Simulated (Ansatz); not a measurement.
Input

```
crystal:
  periodic: [false, false, false]
  atoms:
    - {symbol: F, position_ang: [-1.489593, 0.960019, 0.999296]}
    - {symbol: C, position_ang: [-0.766728, 0.511095, -0.076843]}
    - {symbol: C, position_ang: [0.747097, 0.596010, 0.052327]}
    - {symbol: Si, position_ang: [0.095843, -1.140534, -0.093284]}
    - {symbol: H, position_ang: [-1.178406, 0.901374, -1.005045]}
    - {symbol: H, position_ang: [1.083522, 0.850051, 1.054733]}
    - {symbol: H, position_ang: [1.292483, 1.120432, -0.725192]}
    - {symbol: H, position_ang: [0.195817, -1.892361, -1.362099]}
    - {symbol: H, position_ang: [0.108466, -1.952387, 1.139006]}
basis:
  gaussian: {orbitals: def2-TZVPP}
hamiltonian: {xc: pbe0, dispersion: d4}
output: {orbitals: {seedname: orbitals}}
```

Launched as:

```sh
ansatz run in.yaml --threads 2 --pin off --events-out ev --progress --plain --max-ram 4352MiB
```

Geometry: PBE0-D4/def2-TZVP.

The calculation used Ansatz, RKS PBE0-D4/def2-TZVPP.

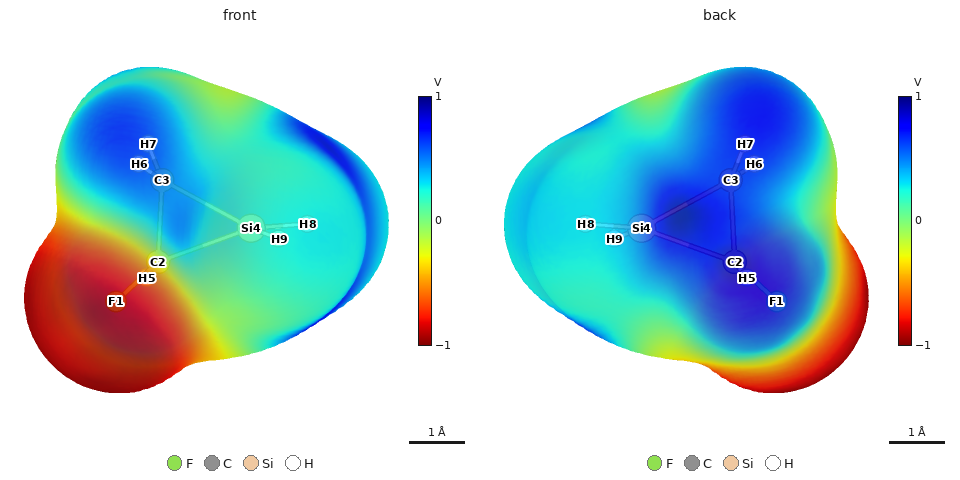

C$_{2}$H$_{5}$FSi (SMILES FC1C[SiH2]1). The molecular electrostatic potential painted on the density surface at 0.001 e/bohr³, seen from the front and from behind; the colour scale runs from red (negative) to blue (positive).

**Which sites attract a positive test charge, and which a negative one?**

A positive charge is drawn to the negative regions and a negative charge to the positive ones. The most negative region (about −1.0 V, or −23 kcal/mol for a unit charge) lies over F1, the most positive (about +0.9 V, or +21 kcal/mol for a unit charge) over C2, Si4 and H5.
